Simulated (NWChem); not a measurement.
# C4H5F (SMILES C#CCCF) at 5 levels

Wanted: a comparison of 5 runs (HF/STO-3G, HF/3-21G, PBE/6-31G, B3LYP/6-31G*) of C4H5F. 

The calculation is run with NWChem 7.3.0.

## Step 1: The structure to begin with

C4H5F: 10 atoms, total charge 0, spin state singlet. SMILES: `C#CCCF`. The coordinates come from a PBE0-D4/def2-TZVP relaxation. This is one conformer, not always the lowest.

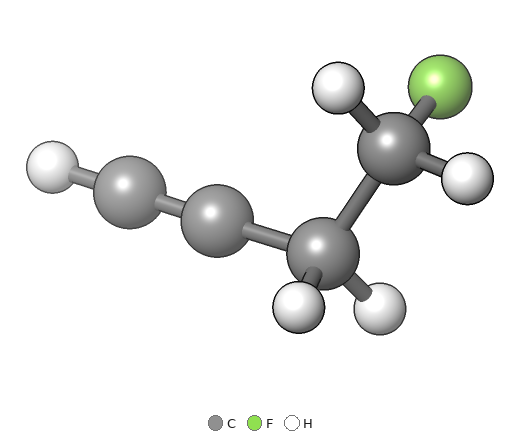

The structure, seen from a chosen angle (carbon grey, fluorine green, hydrogen white).

## Step 2: Energy and gradient at HF/STO-3G (run 1)

c4h5f.nw reads:

```
start c4h5f
title "C4H5F hf"
memory stack 880 mb heap 220 mb global 1100 mb
charge 0

geometry units bohr noautosym nocenter noautoz
   C  -3.89585938  1.53540248 -1.04747519
   C  -2.16638203  0.29158474 -0.27287645
   C  -0.04988877 -1.17994499  0.66764024
   C   2.49387157  0.05593589  0.20409042
   F   3.00201892  0.15325679 -2.34760676
   H  -5.43107288  2.63201055 -1.74365030
   H  -0.25813659 -1.46945103  2.70778856
   H  -0.05234541 -3.05549817 -0.20522426
   H   3.99091260 -1.04728622  1.10756848
   H   2.52372924  1.98761394  0.93579238
end

basis spherical bse
   * library STO-3G
end

scf
   thresh 1e-08
   maxiter 80
end

task scf gradient
```

Started as:

```
$ nwchem c4h5f.nw > c4h5f.out
```

Log:

```text
[...]
  functions       =    30
[...]
  wavefunction    = RHF
[...]
         Total SCF energy =   -250.469803884631
      One-electron energy =   -651.951930571353
      Two-electron energy =    246.570475875016
 Nuclear repulsion energy =    154.911650811706
        Time for solution =      1.9s
[...]
                         RHF ENERGY GRADIENTS
    atom               coordinates                        gradient
                 x          y          z           x          y          z
   1 C      -3.895859   1.535402  -1.047475   -0.065327   0.047494  -0.029065
   2 C      -2.166382   0.291585  -0.272876    0.087852  -0.064246   0.040657
   3 C      -0.049889  -1.179945   0.667640    0.003904   0.033302  -0.025081
   4 C       2.493872   0.055936   0.204090   -0.024130  -0.011028   0.012428
   5 F       3.002019   0.153257  -2.347607   -0.002287  -0.000662   0.013589
   6 H      -5.431073   2.632011  -1.743650    0.000559  -0.000310  -0.000015
   7 H      -0.258137  -1.469451   2.707789    0.000617   0.000104   0.004052
   8 H      -0.052345  -3.055498  -0.205224   -0.000142  -0.002975  -0.001088
   9 H       3.990913  -1.047286   1.107568   -0.001102   0.000469  -0.007609
  10 H       2.523729   1.987614   0.935792    0.000055  -0.002147  -0.007867
[...]
```

Wall time 3.3 s (1 thread of AMD EPYC 7R13 (Zen 3), shared host); peak memory 0.098 GiB.

## Step 3: Energy and forces at HF/3-21G (run 2)

nw.nw reads:

```
start nw
title "C4H5F"
memory total 2200 mb
charge 0

geometry units atomic noautosym nocenter noautoz
  C  -3.89585938  1.53540248 -1.04747519
  C  -2.16638203  0.29158474 -0.27287645
  C  -0.04988877 -1.17994499  0.66764024
  C   2.49387157  0.05593589  0.20409042
  F   3.00201892  0.15325679 -2.34760676
  H  -5.43107288  2.63201055 -1.74365030
  H  -0.25813659 -1.46945103  2.70778856
  H  -0.05234541 -3.05549817 -0.20522426
  H   3.99091260 -1.04728622  1.10756848
  H   2.52372924  1.98761394  0.93579238
end

basis spherical bse
  C library 3-21G
  F library 3-21G
  H library 3-21G
end

scf
  thresh 1e-08
  maxiter 80
end

task scf gradient
```

Started as:

```
$ nwchem nw.nw > nw.out
```

Log:

```text
[...]
  functions       =    55
[...]
  wavefunction    = RHF
[...]
         Total SCF energy =   -252.355745623544
      One-electron energy =   -651.952183009336
      Two-electron energy =    244.684786574086
 Nuclear repulsion energy =    154.911650811706
        Time for solution =      1.9s
[...]
                         RHF ENERGY GRADIENTS
    atom               coordinates                        gradient
                 x          y          z           x          y          z
   1 C      -3.895859   1.535402  -1.047475   -0.011650   0.010125  -0.006011
   2 C      -2.166382   0.291585  -0.272876    0.024745  -0.020927   0.014178
   3 C      -0.049889  -1.179945   0.667640   -0.000404   0.016426  -0.012441
   4 C       2.493872   0.055936   0.204090   -0.010474  -0.007308  -0.021049
   5 F       3.002019   0.153257  -2.347607   -0.002056  -0.000286   0.022003
   6 H      -5.431073   2.632011  -1.743650   -0.008675   0.005878  -0.003839
   7 H      -0.258137  -1.469451   2.707789    0.000174  -0.001898   0.006752
   8 H      -0.052345  -3.055498  -0.205224   -0.000064  -0.007016  -0.001363
   9 H       3.990913  -1.047286   1.107568    0.007570  -0.005326   0.001439
  10 H       2.523729   1.987614   0.935792    0.000834   0.010333   0.000332
[...]
```

Run time: 3.3 s. Hardware: 1 thread of AMD EPYC 7R13 (Zen 3), shared host; peak memory 0.096 GiB.

Runs 3 to 4 aren't shown in full; the table further down has their settings and results.

## Step 4: Energy and gradient at B3LYP/6-31G(d) (Cartesian functions) (run 5)

sp.nw reads:

```
START sp
TITLE "C4H5F"
memory total 2200 mb

GEOMETRY noautosym nocenter noautoz
   C       -2.061600       0.812500      -0.554300
   C       -1.146400       0.154300      -0.144400
   C       -0.026400      -0.624400       0.353300
   C        1.319700       0.029600       0.108000
   F        1.588600       0.081100      -1.242300
   H       -2.874000       1.392800      -0.922700
   H       -0.136600      -0.777600       1.432900
   H       -0.027700      -1.616900      -0.108600
   H        2.111900      -0.554200       0.586100
   H        1.335500       1.051800       0.495200
END

BASIS
   * library 6-31G*
END

DFT
   xc b3lyp
   grid xfine
   convergence energy 1e-08
   iterations 100
   mulliken
   noprint "final vectors analysis"
END

TASK dft gradient
```

Started as:

```
$ nwchem sp.nw > sp.out
```

Log, cut to the lines that bear on the results:

```text
[...]
          Wavefunction type:  closed shell.
          No. of atoms     :    10
          No. of electrons :    38
[...]
          Charge           :     0
          Spin multiplicity:     1
[...]
          AO basis - number of functions:    85
[...]
              XC Information
              --------------
                         B3LYP Method XC Potential
                     Hartree-Fock (Exact) Exchange  0.200
                        Slater Exchange Functional  0.800 local
                    Becke 1988 Exchange Functional  0.720 non-local
              Lee-Yang-Parr Correlation Functional  0.810
                  VWN I RPA Correlation Functional  0.190 local
[...]
 d= 0,ls=0.0,diis     1   -255.1053497570 -4.10D+02  1.75D-02  8.16D-01     3.9
[...]
 d= 0,ls=0.0,diis    10   -255.1903466243 -1.69D-09  5.58D-07  4.42D-09    29.4
         Total DFT energy =     -255.190346624320
      One electron energy =     -654.546481861524
           Coulomb energy =      278.451339358008
    Exchange-Corr. energy =      -34.006866036649
 Nuclear repulsion energy =      154.911661915845
[...]
      Total Density - Mulliken Population Analysis
     ---------------------------------------------
[...]
  wavefunction    = closed shell
                         DFT ENERGY GRADIENTS
    atom               coordinates                        gradient
                 x          y          z           x          y          z
   1 C      -3.895859   1.535402  -1.047475    0.011183  -0.007941   0.004692
   2 C      -2.166382   0.291585  -0.272876   -0.006084   0.004819  -0.001846
   3 C      -0.049889  -1.179945   0.667640    0.001681   0.002579  -0.002869
   4 C       2.493871   0.055936   0.204090   -0.005157  -0.001239  -0.001874
   5 F       3.002019   0.153257  -2.347607   -0.000436  -0.000218   0.007909
   6 H      -5.431072   2.632010  -1.743650    0.001195  -0.000849   0.000561
   7 H      -0.258137  -1.469451   2.707788   -0.000036   0.001198  -0.002377
   8 H      -0.052345  -3.055498  -0.205224   -0.000902   0.002251   0.000404
   9 H       3.990912  -1.047286   1.107568   -0.001390   0.000726  -0.002326
  10 H       2.523729   1.987614   0.935792   -0.000053  -0.001325  -0.002274
[...]
```

It took 35 s on 1 thread of AMD EPYC 7R13 (Zen 3), shared host; peak memory 0.15 GiB.

## Step 5: Overview of the runs

```tsv
run	level	iteration cap	module	energy (Eh)	dipole moment (D)	HOMO energy (eV)	LUMO energy (eV)	wall time
1	HF/STO-3G	80	scf	-250.469804	1.30	-8.88	10.55	3.3 s
2	HF/3-21G	80	scf	-252.355746	2.22	-10.62	5.70	3.3 s
3	PBE/6-31G	100	dft	-254.828078	1.92	-6.34	0.55	24 s
4	B3LYP/6-31G* (spherical functions)	100	dft	-255.185913	1.72	-7.24	1.35	34 s
5	B3LYP/6-31G* (Cartesian functions)	100	dft	-255.190347	1.72	–	–	35 s
```

## Step 6: Outcome

| quantity | value |
| --- | --- |
| run 5: total energy | -255.19035 Eh |
| run 5: dipole moment | 1.72 D |
| run 5: largest force on an atom | 0.745 eV/Å |

In words: The dipole moment (its size) runs from 1.30 D (HF/STO-3G) to 2.22 D (HF/3-21G). Over runs 1, 2, 3, 4 the HOMO–LUMO gap runs from 6.89 eV (PBE/6-31G) to 19.43 eV (HF/STO-3G). The two ends differ in method and basis. Totals of different functionals can't be ranked against each other. In run 1 the basis is minimal, so the values are rough. All runs together took 100 s, the longest 35 s.
